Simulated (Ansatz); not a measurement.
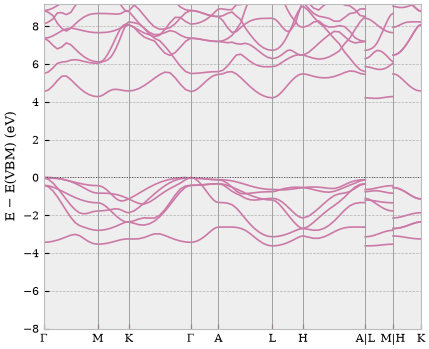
Figure: Band structure from r²SCAN+D4 in the plane-wave PAW code Ansatz

The gap is 4.17 eV; an edge lies off the plotted path or next to a special point (maximum at Γ, minimum off the standard path).

The material is MgI₂ (CdI2 type, P-3m1).

The cell was relaxed with r²SCAN+D4 under the symmetry of its start; phonons on a q-mesh show no instability. Spin–orbit coupling is left out wherever it is not named.

Potentials: the later of the program's two PAW sets.
